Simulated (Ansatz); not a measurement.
# [NH2]− (SMILES [NH2-]) at r2SCAN0/3-21G

What is the energy change on altering one bond length of [NH2]− at r2SCAN0/3-21G? 

Program for the calculation: Ansatz 0.2.0.

2 further runs of the same task are left out: 2 that didn't finish.

### Step 1. The system as given

[NH2]−: 3 atoms, total charge -1, spin state singlet. As SMILES, `[NH2-]`. The coordinates come from a PBE0-D4/def2-TZVPD relaxation.

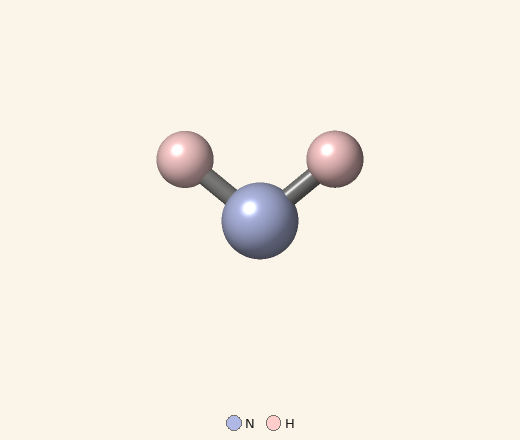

The structure, seen from a chosen angle (nitrogen light blue, hydrogen pink).

### Step 2. A single-point energy at r2SCAN0/3-21G

File run.yaml:

```yaml
basis:
  gaussian:
    orbitals: 3-21G.json
crystal:
  periodic: [false, false, false]
  atoms:
    - {symbol: N, position_ang: [0.342200, -0.203000, 0.168700]}
    - {symbol: H, position_ang: [0.125500, 0.801200, 0.156000]}
    - {symbol: H, position_ang: [-0.467700, -0.598200, -0.324700]}
total_charge: -1
hamiltonian:
  xc: {name: r2SCAN0}
accuracy: high
```

The basis set 3-21G is read from a file made from the Basis Set Exchange's data (not shown).

On the command line:

```sh
$ ansatz run run.yaml --threads 1 --pin off --max-ram 2610MiB --events-out events.jsonl --progress --plain --runs-dir runs
```

Log:

```text
Warning: RAYON_NUM_THREADS=1 ignored (pool sized by the plan → 1); use --threads N
Functional definition: r2SCAN0
  name "r2SCAN0"
  parameter a = 0.25
  parameter k0 = 0.174
  parameter k1 = 0.065
  parameter a1 = 4.9479
  exchange = (1 - a)*r2scan_x(k0 = k0, k1 = k1, a1 = a1) + a*exact_x
  correlation = r2scan_c
250 factors; integrals over basis functions are off by at most 3.4e-9 eV
mean field evaluation 1: about -1508.6479 eV, gradient 7.2e0 eV
mean field evaluation 2: about -1508.7830 eV, gradient 3.8e0 eV
mean field evaluation 4: about -1508.8119 eV, gradient 2.1e-2 eV
mean field evaluation 8: about -1508.8108 eV, gradient 1.1e-4 eV
mean field evaluation 16: about -1508.8108 eV, gradient 6.1e-8 eV
mean field -1508.81084902 eV, -55.4477759928 hartree, gradient 6.1e-8 eV, S^2 0.000000; 0 other end points of the search recorded, 0 dependent functions left out
reference -1508.81084920 eV, -55.4477759993 hartree; 5, 5 occupied and 8, 8 virtual orbitals, 250 factors
Total energy: -1508.81084920 eV, -55.4477759993 hartree
```

It took 1.3 s on 1 thread of Arm Neoverse N1, shared host.

### Step 3. The distorted shape

File in.yaml:

```yaml
crystal:
  periodic: [false, false, false]
  atoms:
    - {symbol: N, position_ang: [0.396366, -0.454009, 0.171874]}
    - {symbol: H, position_ang: [0.125500, 0.801200, 0.156000]}
    - {symbol: H, position_ang: [-0.413534, -0.849209, -0.321526]}
basis:
  gaussian:
    orbitals: 3-21G.json
total_charge: -1
hamiltonian:
  xc: {name: r2SCAN0}
accuracy: high
```

The basis set 3-21G is read from a file made from the Basis Set Exchange's data (not shown).

On the command line:

```sh
$ ansatz run in.yaml --threads 1 --pin off --max-ram 2610MiB --events-out events.jsonl --progress --plain --runs-dir runs
```

Log, shortened:

```text
Warning: RAYON_NUM_THREADS=1 ignored (pool sized by the plan → 1); use --threads N
[... 8 set-up lines as earlier in the session ...]
248 factors; integrals over basis functions are off by at most 3.3e-9 eV
mean field evaluation 1: about -1508.2966 eV, gradient 7.4e0 eV
mean field evaluation 2: about -1508.4177 eV, gradient 3.2e0 eV
mean field evaluation 4: about -1508.4372 eV, gradient 6.1e-2 eV
mean field evaluation 8: about -1508.4365 eV, gradient 1.2e-3 eV
mean field evaluation 16: about -1508.4365 eV, gradient 3.0e-8 eV
mean field -1508.43648027 eV, -55.4340181951 hartree, gradient 3.0e-8 eV, S^2 0.000000; 0 other end points of the search recorded, 0 dependent functions left out
reference -1508.43648047 eV, -55.4340182022 hartree; 5, 5 occupied and 8, 8 virtual orbitals, 248 factors
Total energy: -1508.43648047 eV, -55.4340182022 hartree
```

It took 1.3 s on 1 thread of Arm Neoverse N1, shared host.

### Step 4. Outcome

At r2SCAN0/3-21G:

```
                                                         quantity         value
                                        first shape: total energy  -55.44778 Eh
                                    distorted shape: total energy  -55.43402 Eh
energy change with the N1–H2 bond stretched from 1.027 to 1.284 Å      0.374 eV
```

**Reading.** With the N1–H2 bond stretched from 1.027 to 1.284 Å the energy rises by 0.37 eV (8.6 kcal/mol). The first shape isn't relaxed at this level, so the change isn't measured from a minimum.
